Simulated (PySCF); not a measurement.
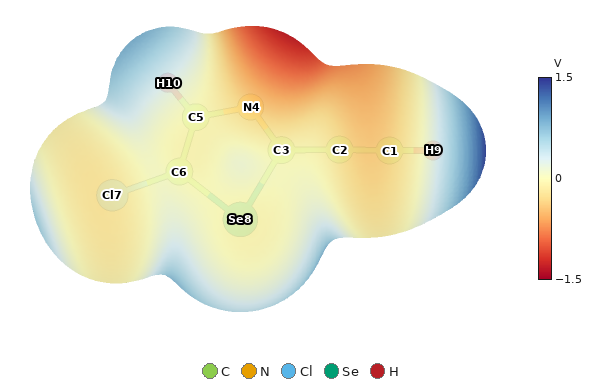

Figure 1: C$_{5}$H$_{2}$ClNSe (SMILES C#Cc1ncc(Cl)[se]1). The electrostatic potential painted on the density surface at 0.001 e/bohr³, seen across its widest extent; red is negative and blue positive.

Geometry: GFN2-xTB.

Method: PySCF 2.14.0, B3LYP/def2-SVPD, SCF density, gas phase.

```xyz
10

C    -3.1354   -0.1281    0.3538
C    -1.9343   -0.0673    0.3182
C    -0.5388   -0.0344    0.2776
N     0.1772    1.0277    0.1959
C     1.5028    0.8253    0.1711
C     1.9275   -0.4718    0.2352
Cl    3.5495   -0.9906    0.2234
Se    0.4886   -1.6724    0.3440
H    -4.1837   -0.1614    0.3837
H     2.1554    1.6777    0.1033
```

**Where is the surface potential most negative and most positive?**

The most negative region (about −1.3 V) lies over N4, the most positive (about +1.4 V) over H9. Cl7 shows a σ-hole: about +0.6 V at the tip opposite its bond, against about −0.1 V on its flanks. N4 is the likeliest acceptor of a hydrogen bond.
